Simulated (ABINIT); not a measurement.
Band structure of ScIr3 (Pm-3m, 4 atoms in the cell).

```xyz
4
Lattice="3.8483 0.0000 0.0000 0.0000 3.8483 0.0000 0.0000 0.0000 3.8483" Properties=species:S:1:pos:R:3 pbc="T T T"
Sc     0.0000     0.0000     0.0000
Ir     0.0000     1.9242     1.9242
Ir     1.9242     0.0000     1.9242
Ir     1.9242     1.9242     0.0000
```

Method: LDA (PW92), norm-conserving pseudopotentials (PseudoDojo nc-sr-04 LDA standard) (plane waves; ABINIT).

Settings: pseudos = [Sc.upf, Ir.upf]; ecut = 1061 eV; ixc = 7; occopt = 3; tsmear = 0.00499791 Ha; ngkpt = 6 6 6; nshiftk = 1; shiftk = 0 0 0; potentials = PseudoDojo nc-sr-04 LDA standard; kptopt = 1; nstep = 100; tolvrs1 = 1e-11; ndtset = 2.

The starting cell comes from a database of computed structures (which also holds hypothetical and non-ambient phases and stackings), without a prior relaxation at this level. Its lattice was rescaled by a random factor within 2.5 % of one. Spin-orbit coupling is off. Spin polarisation is off.

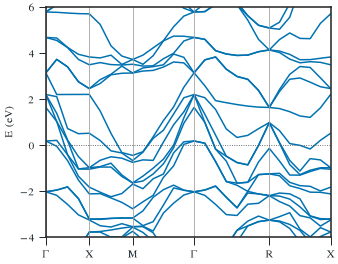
*Bands along the path, energies from the Fermi level.*

Levels in eV from the Fermi level, bands 28 to 35:
```csv
point,28,29,30,31,32,33,34,35
Γ,0.18,1.63,2.20,2.20,2.20,3.14,3.14,3.14
X,-1.83,-1.05,-0.98,-0.98,0.51,2.20,2.45,2.45
M,-1.70,-1.64,-1.64,-0.75,-0.67,-0.45,3.13,3.13
R,-1.25,-0.14,0.98,0.98,0.98,1.63,1.63,1.63
```

Bands cross the Fermi level along this path, so the cell is metallic at this level.
